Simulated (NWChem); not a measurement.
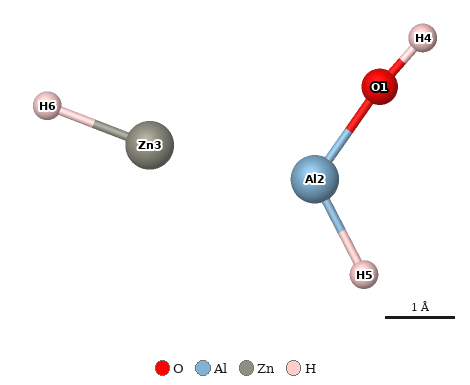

The input geometry (ball-and-stick view, seen on its broad side; atoms are numbered from 1 in the order of the input). Sticks mark near contacts.

Run report: AlZnH3O, energy and gradient calculation

- system: AlZnH3O
- method: HF/6-31G, RHF (NWChem 7.3.0)

The geometry comes from this level: GFN2-xTB.

**What the program printed**
```
Total energy (eV): -57034.211526
forces (eV/A):
O    -1.98165   -1.59172   -0.44264
Al    0.77236    0.56667    0.18970
Zn    0.41066   -0.21947    0.61804
H     0.78444    0.65717    0.16455
H    -0.03918    0.52697   -0.52265
H     0.05338    0.06032   -0.00699
dipole (e A): [-0.1411 -0.0182 -0.1123]
```

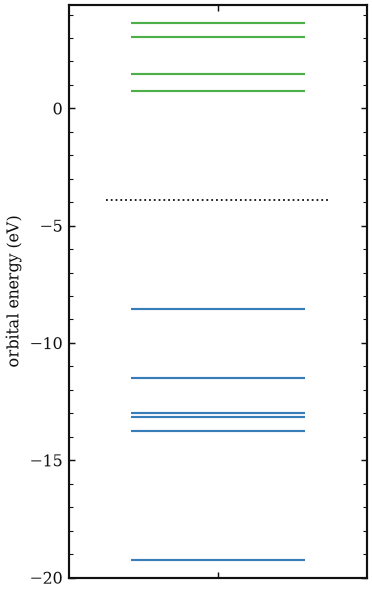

Orbital energies near the frontier; the dotted line parts filled from empty levels, and levels within 0.02 eV of each other stand side by side. Highest filled −8.54 eV, lowest empty 0.74 eV, 9.28 eV apart.

This output came from the following input.

**Input file**
```python
from ase import Atoms
from ase.calculators.nwchem import NWChem

system = Atoms('OAlZnHHH', positions=[
    [-1.340940, -0.558630, -0.769130],
    [-0.108520, 0.521700, -0.580810],
    [1.366890, 0.005720, 1.322370],
    [-2.077920, -1.126140, -0.962690],
    [-0.008870, 1.697680, -1.609220],
    [2.169360, -0.540320, 2.599480],
])

calc = NWChem(
    label='test',
    theory='scf',
    memory='2200 mb',
    basis='6-31G',
    basispar='spherical bse',
    scf={'nopen': '0', 'rhf': None, 'thresh': '1e-08', 'maxiter': '80'},
)
system.calc = calc

forces = system.get_forces()
print("Total energy (eV):", round(system.get_potential_energy(), 6))
print("forces (eV/A):")
for s, f in zip(system.symbols, forces):
    print(f"{s:2s} {f[0]:10.5f} {f[1]:10.5f} {f[2]:10.5f}")
print("dipole (e A):", system.get_dipole_moment().round(4))
```

**File test.nwi**
```
title "test"

permanent_dir test

scratch_dir test

start test

geometry units angstrom nocenter noautosym noautoz
  O  -1.3409400000000000e+00 -5.5862999999999996e-01 -7.6912999999999998e-01
  Al -1.0852000000000001e-01 5.2170000000000005e-01 -5.8081000000000005e-01
  Zn 1.3668899999999999e+00 5.7200000000000003e-03 1.3223700000000000e+00
  H  -2.0779200000000002e+00 -1.1261399999999999e+00 -9.6269000000000005e-01
  H  -8.8699999999999994e-03 1.6976800000000001e+00 -1.6092200000000001e+00
  H  2.1693600000000002e+00 -5.4032000000000002e-01 2.5994799999999998e+00
end

memory 2200 mb

basis spherical bse noprint
   * library 6-31G
end

scf
  nopen 0
  rhf
  thresh 1e-08
  maxiter 80
end

task scf gradient
```

Run as:
```bash
export ASE_NWCHEM_COMMAND="nwchem PREFIX.nwi > PREFIX.nwo"
python run.py
```

**Key numbers**

- outcome: converged
- total energy: −2095.968631 hartree
- basis functions: 55
- largest force: 2.580 eV/Å
- HOMO: −8.54 eV
- LUMO: 0.74 eV
- dipole moment: 0.87 D
- hardware: 1 thread of AMD EPYC (Zen 5), 16 GiB of memory available, shared host
- wall time: 15 s
- peak memory: 0.1 GiB
